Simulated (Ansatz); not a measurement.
**Hypothetical Pm-3n BN: pressure series**

The reference is BN (space group Pm-3n, No. 223; a = 4.419 Å; a hypothetical phase, not in the database extracts checked).

Cell and atoms are relaxed at each pressure.

Computed with PBEsol (Ansatz, a first-principles code; PAW; 420 eV plane waves; no spin-orbit coupling).

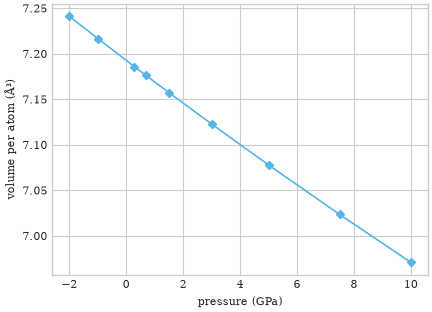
Figure. Volume against pressure

Task: Estimate the zero-pressure bulk modulus from the plot.

Result: About 300 GPa; a third-order Birch–Murnaghan fit to the points gives V₀ = 7.19 Å³/atom, B₀ = 302 GPa and B₀′ = 3.6.

Load acts through the strain it causes; cell and atoms are relaxed under it. No phonon test of stability was made. Competing high-pressure phases were not computed.
